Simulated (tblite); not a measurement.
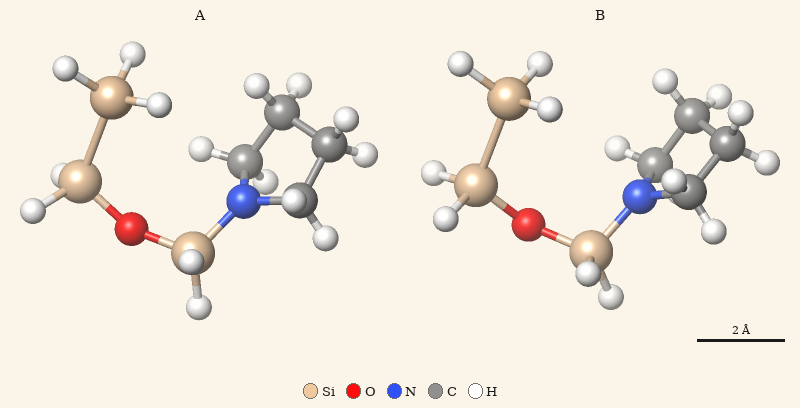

Two geometries of C₄H₁₅NOSi₃, drawn at one scale. One is the start of a relaxation, the other its converged end. The picture is a ball-and-stick view, seen face on.

Method: GFN2-xTB geometry optimisation, gas phase (tblite 0.8.0). 

Q: Which of the two is the end point?

A: Structure A is the relaxed one. The atom that moves furthest after the best rigid fit is an H atom (0.92 Å). Largest moves by element: H 0.92 Å, C 0.36 Å, Si 0.35 Å, O 0.33 Å, N 0.18 Å. Some distances before and after: O–Si 1.658 → 1.618 Å, H–Si 1.500 → 1.469 Å, C–C 1.504 → 1.530 Å, C–N 1.464 → 1.449 Å. Among the angles between lasting bonds that change: Si–O–Si 137.7° → 150.5°, N–Si–H 107.6° → 116.8°, O–Si–H 110.6° → 102.2°. Groups turn about O–Si by about 35°, Si–Si by about 35°, N–Si by about 20°. After 144 geometry steps the energy has fallen by 0.295 eV.
